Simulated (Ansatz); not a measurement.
# CH8AlGaOSi: vertical ionisation energy

Aim: the vertical ionisation energy of CH8AlGaOSi, as cation minus neutral at the neutral's geometry, on several levels, and how well −ε(HOMO) stands in for it.

Program: Ansatz 0.2.0, Gaussian basis. Level of theory: unrestricted cation, the program's frozen cores in correlated methods. These are calculated values, not measurements.

Levels to be run: UKS PBE-D4/def2-TZVPP; UKS r2SCAN-D4/def2-TZVPP; UKS PBE0-D4/def2-TZVPP; UKS B3LYP-D4/def2-TZVPP; UKS wB97X-V/def2-TZVPP; UKS wB97M-V/def2-TZVPP; UKS B2PLYP/def2-TZVPP; UHF-CCSD(T)/def2-TZVPP; UHF-MP2/def2-QZVPP; extrapolation to the limit; then −ε(HOMO) from the neutral's earlier runs with LDA (SPW92), PBE-D4, revPBE-D4, BLYP-D4, r2SCAN-D4, B97M-V, PBE0-D4, B3LYP-D4, r2SCANh-D4, r2SCAN0-D4, HSE06-D4, BHLYP-D4, CAM-B3LYP-D4, LC-ωPBE, ωB97X-V, ωB97M-V.

### Step 1. The geometry

All runs share one geometry, relaxed beforehand with PBE0-D4 in a triple-zeta def2 set.

SMILES `[CH3][AlH][O][SiH2][GaH2]`, 13 atoms, charge 0, spin multiplicity 1.

Atoms are counted from 1 here; the program's logs count them from 0.

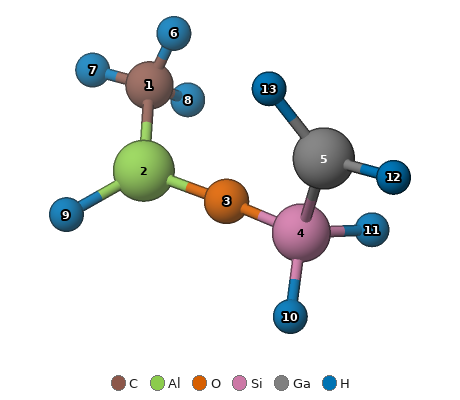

The geometry (carbon brown, aluminium green, oxygen orange, silicon pink, gallium grey, hydrogen blue); atoms are numbered from 1 in the order of the file.

### Step 2. Cation, UKS PBE-D4/def2-TZVPP

The input, in.yaml:

```yaml
crystal:
  periodic: [false, false, false]
  atoms:
    - {symbol: C, position_ang: [-2.832539, -0.405696, 0.224713]}
    - {symbol: Al, position_ang: [-1.120338, -0.862778, 1.018949]}
    - {symbol: O, position_ang: [0.275524, -0.673196, 0.091212]}
    - {symbol: Si, position_ang: [1.697257, -0.455034, -0.671117]}
    - {symbol: Ga, position_ang: [2.542513, 1.793804, -0.402558]}
    - {symbol: H, position_ang: [-2.847183, 0.641500, -0.094462]}
    - {symbol: H, position_ang: [-3.666459, -0.558258, 0.914177]}
    - {symbol: H, position_ang: [-3.021672, -1.006542, -0.670617]}
    - {symbol: H, position_ang: [-0.926618, -1.406827, 2.493384]}
    - {symbol: H, position_ang: [2.706539, -1.432074, -0.158760]}
    - {symbol: H, position_ang: [1.535684, -0.758209, -2.126253]}
    - {symbol: H, position_ang: [3.897698, 2.252544, -1.063842]}
    - {symbol: H, position_ang: [1.759585, 2.870776, 0.445175]}
basis:
  gaussian: {orbitals: def2-TZVPP}
total_charge: 1
magnetization: {spin_polarized: true, initial_magnetization: 1}
hamiltonian: {xc: pbe, dispersion: d4}
```

Run with:

```console
ansatz run in.yaml --threads 2 --pin off --events-out ev --progress --plain --max-ram 22528MiB --backend cuda --devices 0, --max-vram 18GiB
```

Further steps of the session: Cation, UKS r2SCAN-D4/def2-TZVPP; Cation, UKS PBE0-D4/def2-TZVPP; Cation, UKS B3LYP-D4/def2-TZVPP; Cation, UKS wB97X-V/def2-TZVPP; Cation, UKS wB97M-V/def2-TZVPP; Cation, UKS B2PLYP (frozen core)/def2-TZVPP; Cation, UHF-CCSD(T)/def2-TZVPP; Cation, UHF-MP2/def2-QZVPP.

Q: Predict the results of all the runs planned. Wanted: ionisation energy, CCSD(T)/CBS; nearest functional by difference; nearest −ε(HOMO); −ε(HOMO) of PBE; T1 of the cation.

**Answer**, as computed:

| quantity | value |
| --- | --- |
| ionisation energy, CCSD(T)/CBS | 9.33 eV |
| nearest functional by difference | ωB97X-V (-0.15 eV) |
| nearest −ε(HOMO) | ωB97X-V (-0.01 eV) |
| −ε(HOMO) of PBE | 6.01 eV |
| T1 of the cation | 0.018 |

In words: Energy differences with functionals land within 0.73 eV of the reference. The PBE orbital energy is 3.3 eV too small: a semilocal HOMO is no ionisation energy. Among orbital estimates ωB97X-V comes nearest. Hartree-Fock falls 0.79 eV short, as the neutral has more correlation energy than the cation. Correlated methods include outer-core shells of Ga, which these sets cover unevenly. With outer-core shells in play the reference is unsure by up to some tenths of an eV, so close misses can't be ranked.
